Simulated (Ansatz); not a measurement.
System: C₃H₉B.

Input file:

```
crystal:
  periodic: [false, false, false]
  atoms:
    - { symbol: C, position_ang: [-0.8901, 1.0769, 1.0974] }
    - { symbol: B, position_ang: [0.4559, 0.8511, 0.3769] }
    - { symbol: C, position_ang: [0.8512, -0.6098, -0.1056] }
    - { symbol: C, position_ang: [0.0679, -1.1071, -1.226] }
    - { symbol: H, position_ang: [-1.5226, 1.8358, 0.4621] }
    - { symbol: H, position_ang: [-0.7629, 1.5636, 2.0934] }
    - { symbol: H, position_ang: [-1.4838, 0.1786, 1.1893] }
    - { symbol: H, position_ang: [1.255, 1.7677, 0.2319] }
    - { symbol: H, position_ang: [0.8247, -1.2869, 0.8162] }
    - { symbol: H, position_ang: [1.939, -0.5806, -0.4205] }
    - { symbol: H, position_ang: [-1.0722, -1.1968, -0.865] }
    - { symbol: H, position_ang: [0.356, -2.1176, -1.5211] }
    - { symbol: H, position_ang: [0.0024, -0.4096, -2.1142] }
basis:
  gaussian:
    orbitals: cc-pVDZ
hamiltonian:
  xc: pbe0
  dispersion: d4
output:
  orbitals: {}
```

Command:

```sh
python
```

Method: Ansatz, SCF PBE0, Gaussian basis.

> Predict the electron density and electron localisation function between the atoms.

C–B (1.54 Å): ρ is about 1.5 e/Å³ halfway; the ELF peaks at about 1 between the atoms, as expected for a shared electron pair.
C–H (1.08 Å): ρ at the midpoint is about 1.9 e/Å³; the ELF climbs to about 1 towards the hydrogen, as it does in any bond to H: a covalent bond by its length.
C–B (1.59 Å): the density is about 1.4 e/Å³ at the midpoint; the ELF peaks at about 1 between the atoms, as expected for localised, covalent bonding.
B–H (1.22 Å): the density is about 1.2 e/Å³ at the midpoint; the ELF climbs to about 1 towards the hydrogen; an ordinary covalent bond to hydrogen.

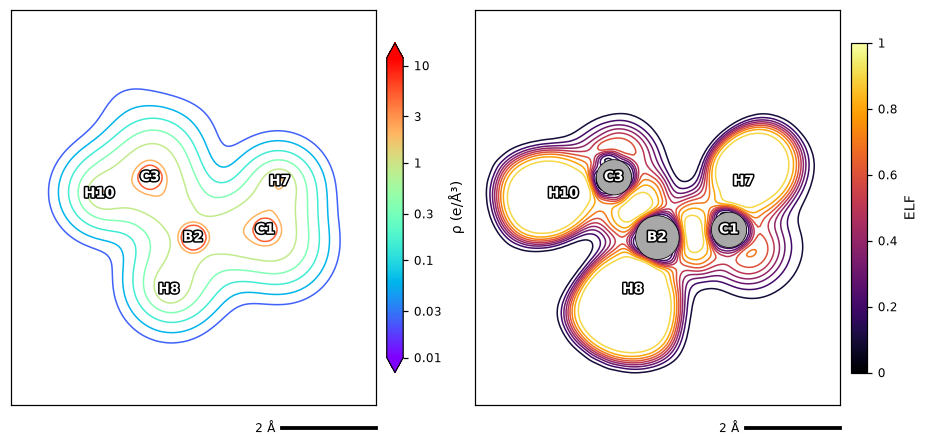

Computed electron density and electron localisation function on the plane of atoms C3, B2 and H8, in this order. Grey discs cover the atomic cores in the ELF map. 
